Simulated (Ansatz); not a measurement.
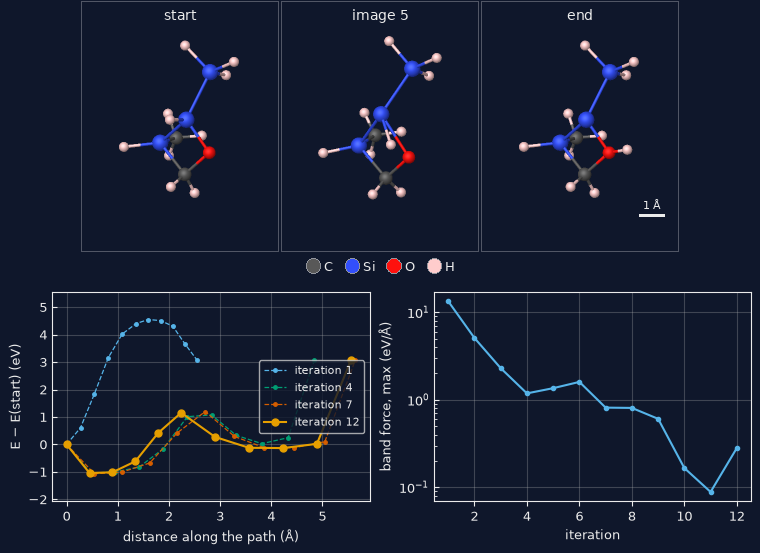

NEB run on C2H10OSi3. Images are numbered from 0 (start) to 10 (end). The plot follows the band through its iterations. Style: ball-and-stick. Shown from a free direction.

Level of theory: Ansatz 0.2.0, RKS r2SCAN-D4/6-31G. Set-up: 9 movable images; climbing image; force threshold 0.05 eV/Å; iteration limit 12; starting path through a guess of the saddle point; end points as typed, not relaxed.

Question: Did the band converge, and can the barrier be trusted?

Answer: The result isn't final. The band hadn't converged when the run stopped after 12 iterations. The largest component of the band force went from 13 to 0.28 eV/Å. The end points weren't relaxed, so energies relative to them aren't barriers between minima. The first iteration put the highest image at 4.55 eV. There is no barrier: the inner images dip to −1.04 eV relative to the start, below both ends (the end lies at +3.06 eV), so the ends aren't minima along this motion.

Limits of the set-up: the basis has no polarisation functions, which atoms past neon need.

Cost: 18 min on 2 threads of Arm Neoverse N1, on a shared host, peak memory 0.2 GiB.
